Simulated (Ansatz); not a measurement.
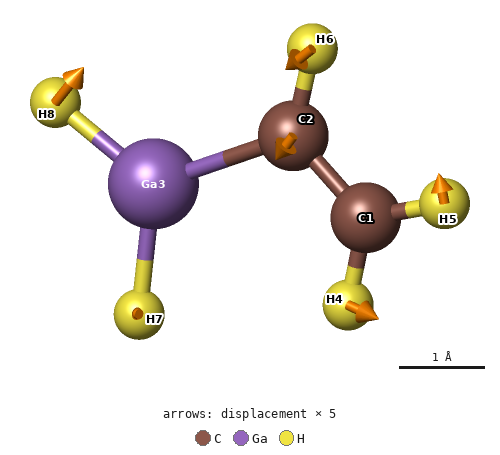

A relaxation of C₂H₅Ga. The starting structure is drawn; orange arrows show the displacements, magnified 5 times. The two geometries are superimposed by the best rigid fit.

A ball-and-stick model, seen at a tilt.

The start comes from GFN2-xTB.

Theory: Ansatz, RKS PBE0-D4/def2-TZVP. Set-up: force threshold 0.005 eV/Å; at most 150 steps.

Question: Atoms of which element are displaced furthest, and by how much?

Answer: Hydrogen: up to 0.12 Å, against 0.08 Å for carbon.

Question: What did the optimiser do to the structure, and how much energy did it gain?

Answer: After 6 geometry steps the energy has fallen by 0.049 eV. Largest force component: 0.75 eV/Å at the start, 0.0011 eV/Å at the end. H8 moves most after the best rigid fit: 0.12 Å. Largest moves by element: H 0.12 Å, C 0.08 Å, Ga 0.01 Å. Among the contacts that change: C2–Ga3 2.007 → 1.950 Å, Ga3–H7 1.580 → 1.572 Å, C1–H5 1.082 → 1.089 Å, C1–C2 1.330 → 1.334 Å. Bond angles that change, for instance: H7–Ga3–H8 116.8° → 121.3°, C1–C2–Ga3 116.3° → 120.5°, C2–Ga3–H8 125.8° → 122.0°.
